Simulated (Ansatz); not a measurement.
The starting structures come from a database of crystals and need not be the phases stable at ambient conditions.

 Where the default PAW files enter, the runs use the earlier of Ansatz's two default sets.

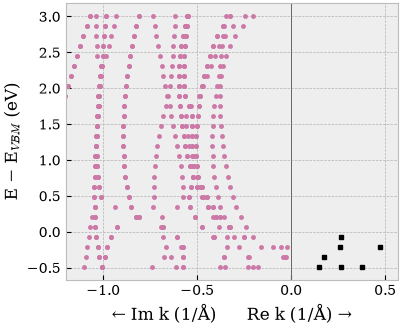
Fig. 1. Complex bands at the centre of the two-dimensional zone; PBEsol run with Ansatz (a first-principles code)

The gap is the functional's own. No spin-orbit coupling. Mid-gap values are interpolated on the energy grid.

Q: This is Ba2SrWO6 (R-3, not sure to be the ambient phase, 10 atoms a cell, 16.6 Å³ an atom, -8 GPa at this level) along the normal of (101). Read off the slowest decay at the centre of the two-dimensional zone at 1.47 eV, the computed energy nearest the middle of the gap.

A: κ ≈ 0.37 1/Å, a decay length 1/(2κ) of the density of 1.3 Å.
